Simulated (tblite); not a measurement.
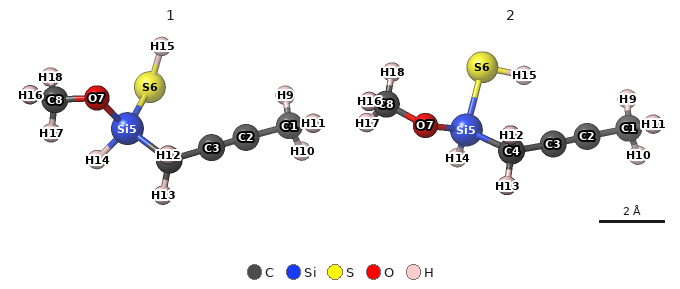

Two geometries of C$_{5}$H$_{10}$OSSi, drawn at one scale. One is the start of a relaxation, the other its converged end. The picture is a ball-and-stick view, seen at a tilt.

Method: GFN2-xTB geometry optimisation, gas phase in tblite. 

### Which of the two is the end point?

Structure 2 is the relaxed one. The atom that moves furthest after the best rigid fit is H15 (1.13 Å). By element the largest moves are H 1.13 Å, O 0.96 Å, S 0.90 Å, C 0.32 Å, Si 0.15 Å. Near-neighbour distances that change, for instance: Si5–O7 1.726 → 1.615 Å, C4–Si5 1.823 → 1.899 Å, S6–H15 1.398 → 1.323 Å, C4–H12 1.135 → 1.093 Å. Bond angles that change, for instance: Si5–O7–C8 106.1° → 127.9°, Si5–S6–H15 112.1° → 95.4°, C4–Si5–O7 113.1° → 104.5°. Groups turn about Si5–S6 by about 120°, Si5–O7 by about 45°, C4–Si5 by about 45°. Over 158 geometry steps the energy falls by 28.8 kcal/mol. Cost: 2.2 s on 1 thread of Arm Neoverse N1 (shared host).
